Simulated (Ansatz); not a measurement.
# Calculations on CH8FNSi3

Part 1: Relaxation

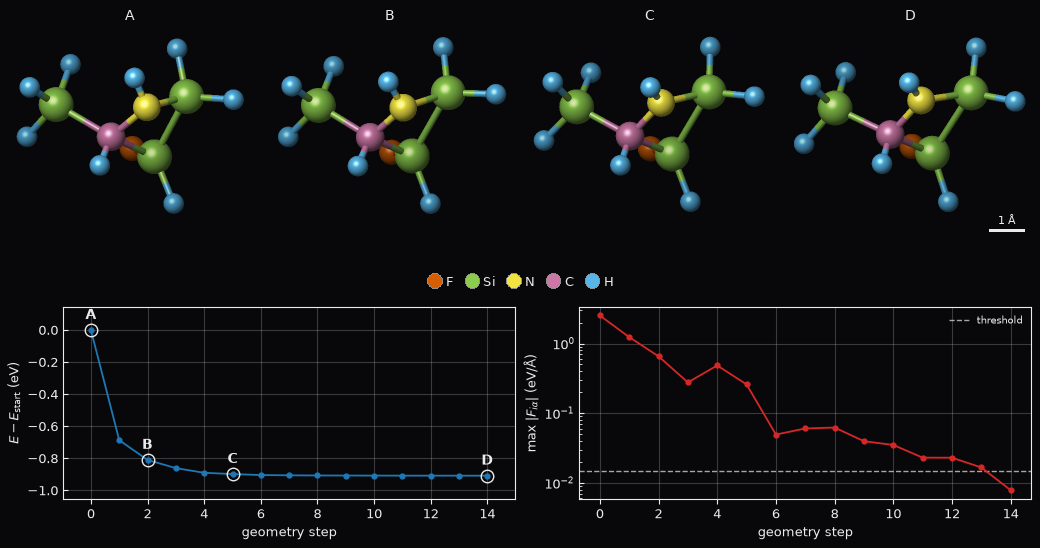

Frames of a relaxation of CH$_{8}$FNSi$_{3}$, marked on the history of the run. Style: ball-and-stick. Shown at a tilt.

The run prepares an end point of a later path (torsion) calculation, from a guessed geometry.

Computed with RKS PBE0-D4/def2-SVP (Ansatz). Settings: no spin polarisation; force threshold 0.015 eV/Å; at most 40 steps.

> Describe the path.

An H atom moves most after the best rigid fit: 0.56 Å. Largest moves by element: H 0.56 Å, N 0.34 Å, Si 0.20 Å, F 0.12 Å, C 0.08 Å. Near-neighbour distances that change, for instance: Si–Si 2.188 → 2.331 Å, C–N 1.571 → 1.477 Å, C–Si 1.978 → 1.894 Å, F–Si 1.575 → 1.633 Å. Among the angles between lasting bonds that change: Si–N–H 110.6° → 130.2°, Si–N–C 99.2° → 111.2°, N–Si–H 104.2° → 115.3°. The energy falls by 0.908 eV in 14 geometry steps. The largest force component goes from 2.5 to 0.0078 eV/Å. From step 0 to 2: an H atom moves most (0.26 Å), energy −0.810 eV. From step 2 to 5: an H atom moves most (0.28 Å), energy −0.088 eV. From step 5 to 14: H atoms move most (0.18 Å), energy −0.010 eV.

```tsv
step	E − E(0), eV	largest force component, eV/Å
0	0.0000	2.5247
1	-0.6866	1.2366
2	-0.8098	0.6552
3	-0.8608	0.2766
4	-0.8898	0.4842
5	-0.8978	0.2586
6	-0.9039	0.0493
7	-0.9056	0.0604
8	-0.9065	0.0622
9	-0.9069	0.0396
10	-0.9073	0.0350
11	-0.9076	0.0230
12	-0.9077	0.0230
13	-0.9078	0.0166
14	-0.9078	0.0078
```

Part 2: Relaxation

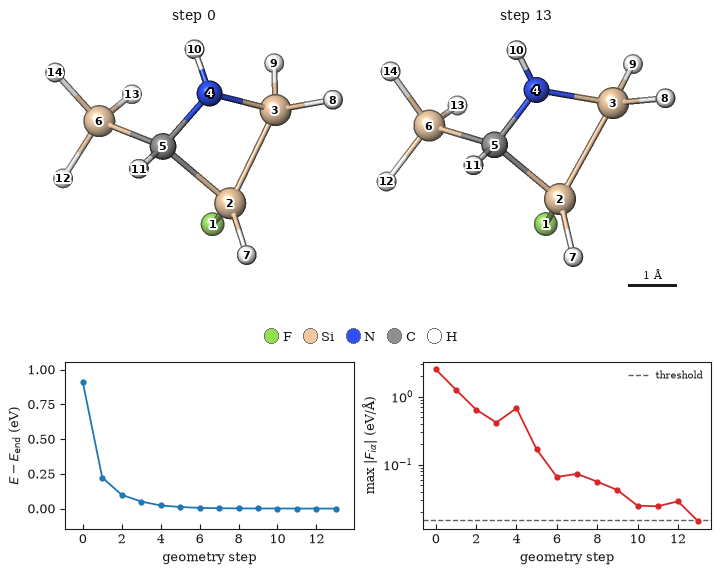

First and last geometry of a relaxation of CH$_{8}$FNSi$_{3}$, with the history of the run. The picture is a ball-and-stick view, seen at a tilt.

The run prepares an end point of a later path (torsion) calculation, from a guessed geometry.

Theory: RKS PBE0-D4/def2-SVP in Ansatz.

The input:
```yaml
crystal:
  periodic: [false, false, false]
  atoms:
    - { symbol: F, position_ang: [-2.4067, 0.5778, 0.161] }
    - { symbol: Si, position_ang: [-1.0565, 1.3362, -0.1265] }
    - { symbol: Si, position_ang: [0.4655, 1.1845, 1.4385] }
    - { symbol: "N", position_ang: [1.4291, 0.4798, 0.1494] }
    - { symbol: C, position_ang: [0.2716, 0.0483, -0.8217] }
    - { symbol: Si, position_ang: [-0.316, -1.8393, -0.744] }
    - { symbol: H, position_ang: [-1.1445, 2.571, -0.9593] }
    - { symbol: H, position_ang: [1.2753, 2.408, 1.8877] }
    - { symbol: H, position_ang: [0.3533, 0.1478, 2.5294] }
    - { symbol: H, position_ang: [1.9819, -0.2699, 0.4961] }
    - { symbol: H, position_ang: [0.5062, 0.2797, -1.8273] }
    - { symbol: H, position_ang: [-1.50069, -2.04418, -1.63976] }
    - { symbol: H, position_ang: [-0.71966, -2.14655, 0.60972] }
    - { symbol: H, position_ang: [0.80165, -2.74828, -1.13385] }
basis:
  gaussian: { orbitals: def2-SVP }
hamiltonian:
  xc: pbe0
  dispersion: d4
relax:
  f_tol: 0.015
  max_steps: 40
```

Launched with:
```bash
ansatz run input.yaml --threads 2 --pin off --max-ram 3072MiB --backend cpu --events-out ev --progress --plain --runs-dir out
```

Read the history and describe the run.

It converged. The atom that moves furthest after the best rigid fit is H9 (0.57 Å). Largest moves by element: H 0.57 Å, N 0.35 Å, Si 0.21 Å, F 0.11 Å, C 0.08 Å. Some distances before and after: Si2–Si3 2.188 → 2.331 Å, N4–C5 1.571 → 1.477 Å, C5–Si6 1.978 → 1.894 Å, Si2–C5 1.976 → 1.911 Å. Bond angles that change, for instance: Si3–N4–H10 110.6° → 130.3°, Si3–N4–C5 99.2° → 111.2°, N4–Si3–H8 104.2° → 115.3°. The energy falls by 0.910 eV in 13 geometry steps. Largest force component: 2.5 eV/Å at the start, 0.015 eV/Å at the end. The run took 2.2 min on 2 threads of Arm Neoverse N1, on a shared host, peak memory 0.38 GiB.

Part 3: Path

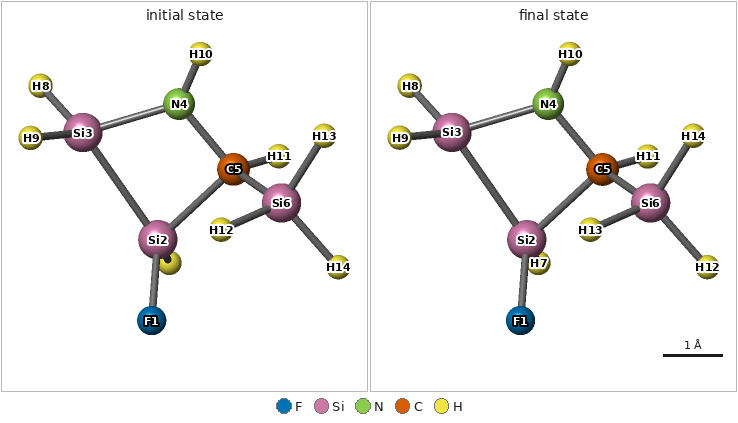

The two relaxed end points of a path for CH₈FNSi₃. A ball-and-stick model, seen at a tilt.

Level of theory: RKS PBE0-D4/def2-SVP (Ansatz).

Set-up: 9 movable images; climbing image; force threshold 0.05 eV/Å; iteration limit 28.

Start:
```xyz
14

F    -2.4821    0.5347    0.2334
Si   -1.0365    1.2269   -0.0802
Si    0.6252    1.2384    1.5551
N     1.2561    0.2151    0.2848
C     0.2476   -0.0093   -0.7703
Si   -0.3452   -1.8071   -0.8436
H    -1.3234    2.4068   -0.9460
H     1.4165    2.4813    1.8292
H     0.3687    0.5855    2.8798
H     2.1220   -0.3118    0.2370
H     0.5967    0.3081   -1.7741
H    -0.9654   -2.1943    0.4583
H     0.8353   -2.6989   -1.0813
H    -1.3286   -2.0047   -1.9532
```

End:
```xyz
14

F    -2.4413    0.4112    0.6139
Si   -1.0863    1.1794    0.1241
Si    0.7952    1.2082    1.5006
N     1.2740    0.2617    0.1100
C     0.1316    0.0299   -0.7966
Si   -0.3916   -1.7894   -0.8621
H    -1.5440    2.3750   -0.6408
H     1.5662    2.4764    1.7091
H     0.7624    0.4972    2.8200
H     2.1455   -0.2188   -0.0879
H     0.3164    0.4010   -1.8255
H    -1.5160   -1.9907   -1.8280
H    -0.8017   -2.2537    0.4963
H     0.7767   -2.6167   -1.3040
```

What barrier does the band find between them, and by what path?

The two ends have the same energy, and the highest point, image 5, lies 0.141 eV above the start. The motion is a rotation about the C5–Si6 bond by about 120°. No bond forms or breaks between the ends. Among the angles between lasting bonds that change up to the highest image: C5–Si6–H12 110.0° → 112.7°, N4–C5–Si6 112.7° → 115.2°. The band converged in 8 iterations. The largest component of the band force went from 7.1 to 0.031 eV/Å. The climbing image converged on the top of the path. Its vibrational analysis gives one imaginary mode (163i cm⁻¹), as a transition state must have.

Energies of the converged images:

| image | path (Å) | E (eV) |
| --- | --- | --- |
| 0 | 0.00 | 0.000 |
| 1 | 0.48 | 0.014 |
| 2 | 0.97 | 0.051 |
| 3 | 1.45 | 0.095 |
| 4 | 1.94 | 0.129 |
| 5 | 2.42 | 0.141 |
| 6 | 2.92 | 0.126 |
| 7 | 3.42 | 0.091 |
| 8 | 3.92 | 0.046 |
| 9 | 4.42 | 0.012 |
| 10 | 4.92 | 0.000 |

The geometry at the top of the path:

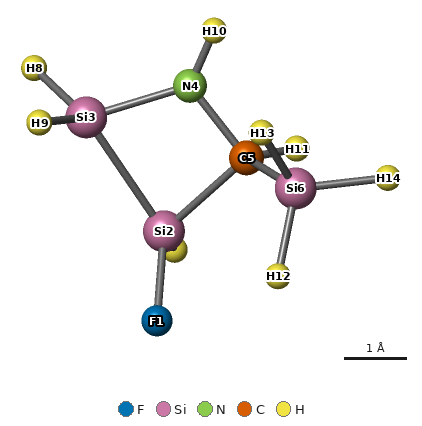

The run took 11 min on 2 threads of Arm Neoverse N1 (shared host), peak memory 0.42 GiB.
